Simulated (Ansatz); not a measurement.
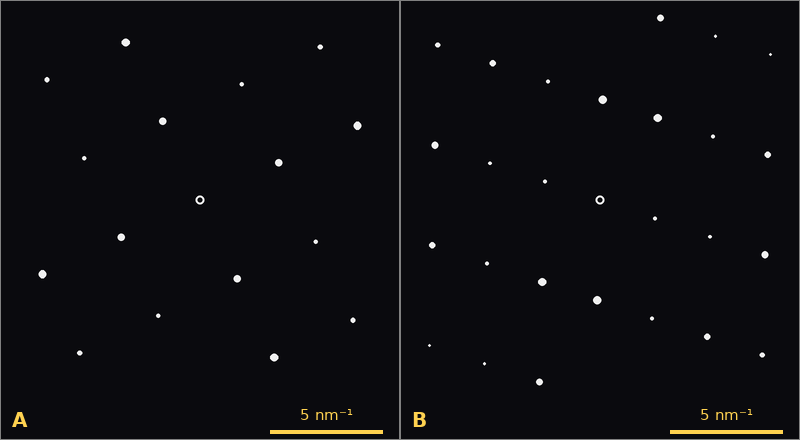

Kinematic electron diffraction patterns (200 kV, B = 0.5 Å², same scale, each along a low-index zone) of two structures of composition Mo2Ir, each relaxed at zero pressure with Ansatz, DFT PBE, scalar-relativistic, plane waves, PAW.

The structures (standard cells):
1. P6/mmm (No. 191), a = 4.426 Å, c = 2.718 Å (hexagonal axes), 3 atoms; generated start, possibly hypothetical
2. Fd-3m (No. 227), a = 7.222 Å, 24 atoms; generated start, possibly hypothetical

Which pattern belongs to which structure, and along which zone?

Answer. A is structure 2 along [001] or an equivalent direction: square net of 2 -2 0 at d = 2.55 Å and 2 2 0 at d = 2.55 Å, 90.0° apart (some points of this net are extinct or too weak to see). B is structure 1 along [101] or an equivalent direction: centred rectangular net of 0 1 0 at d = 3.83 Å and 1 0 -1 at d = 2.22 Å, 73.2° apart.

Which structure lies lowest at this level of theory, and by how much?

Answer. Structure 1 (P6/mmm, 15.37 Å³ an atom) is the lowest of these; structure 2 (Fd-3m, 15.70 Å³ an atom) lies about 130 meV an atom higher. These are static energies at 0 K; other structures, not shown, may lie lower still.
